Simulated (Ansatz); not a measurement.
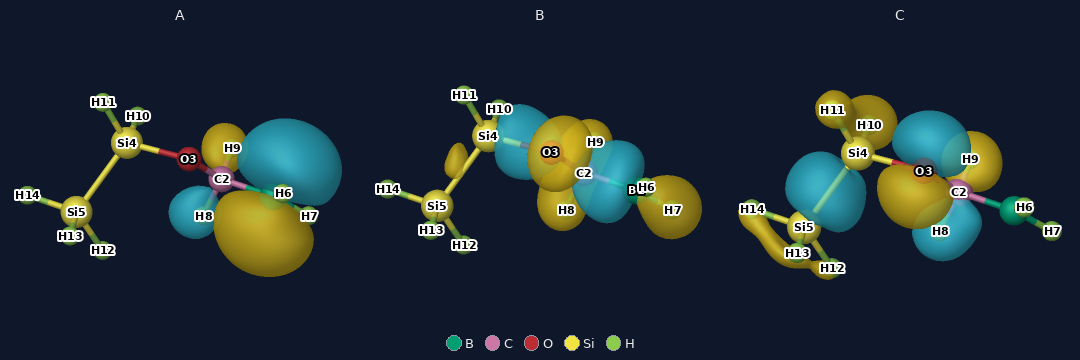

CH$_{9}$BOSi$_{2}$ (SMILES BCO[SiH2][SiH3]). Three frontier orbitals at ±0.1 Å⁻³ᐟ² (yellow and cyan are the two phases), in no order.

All numbers below come from SCF r2SCAN, Gaussian basis in Ansatz 0.2.0.

```xyz
14

B    -1.4696    1.9672    1.1954
C    -1.1148    0.7315    0.3337
O    -0.2689   -0.0588    1.0833
Si    0.3084   -1.4263    0.1531
Si    1.9130   -0.8873   -1.2294
H    -1.0910    2.1868    2.2727
H    -2.2264    2.8162    0.7272
H    -0.5834    1.1148   -0.6040
H    -2.0436    0.1998    0.1353
H    -0.8977   -1.9455   -0.6072
H     0.6852   -2.5006    1.0816
H     1.4795    0.1823   -2.1153
H     2.9961   -0.3595   -0.4327
H     2.3003   -2.0498   -1.9649
```

Q: Order the three orbitals by energy and name them.

A: B is the HOMO−1 (−7.07 eV). It lies mainly on O3 (about 35 %), C2 (about 20 %), B1 (about 15 %) and Si4 (about 10 %). C is the HOMO (−6.72 eV). Its weight (Hirshfeld) is mainly on O3 (about 50 %), Si4 (about 10 %), Si5 (about 10 %) and C2 (about 10 %). A is the LUMO (−2.03 eV). Its weight (Hirshfeld) is mainly on B1 (about 65 %), C2 (about 10 %), H6 (about 10 %) and H7 (about 5 %).

Q: What is the HOMO–LUMO gap?

A: 4.69 eV between the orbital energies.
